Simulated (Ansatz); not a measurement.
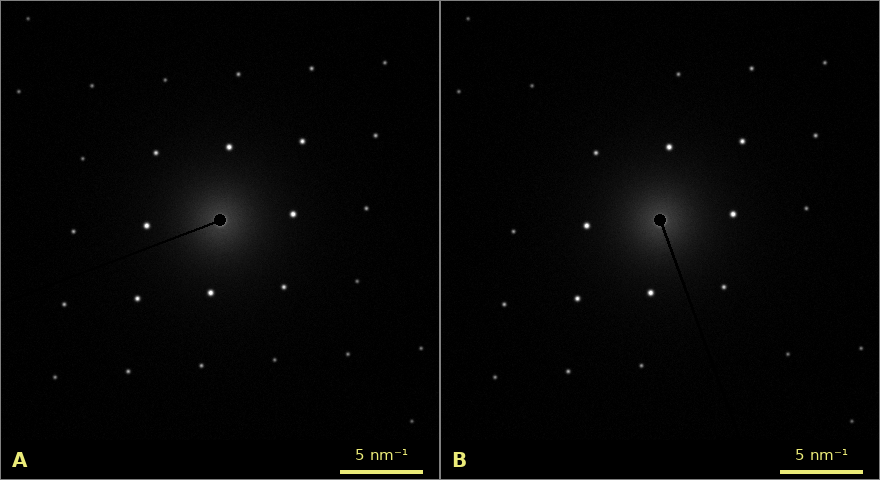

Two kinematic electron diffraction simulations (80 kV, B = 0.5 Å²) along [211] of NaCu, space group P-6m2 (No. 187), a = 2.86 Å, c = 4.99 Å (hexagonal axes). In one, Na and Cu are ordered as in the structure; in the other they share their sites at random (average scattering factor, positions unchanged, diffuse scattering left out). Structure: coordinates from a relaxation with Ansatz 0.2.0, DFT PBE, scalar-relativistic, plane waves, PAW; the starting structure was generated, so it need not be a known form of this composition.

**Which pattern belongs to the ordered crystal, and which reflections tell?**

A is ordered. It has difference reflections such as 1 1 -3, 2 -1 -3 (d = 1.08 Å for the first), whose structure factor is proportional to f(Na) − f(Cu); they vanish when the two elements are mixed, although the lattice stays the same for some or all of them: the mixed structure has higher symmetry or its sites cancel there.
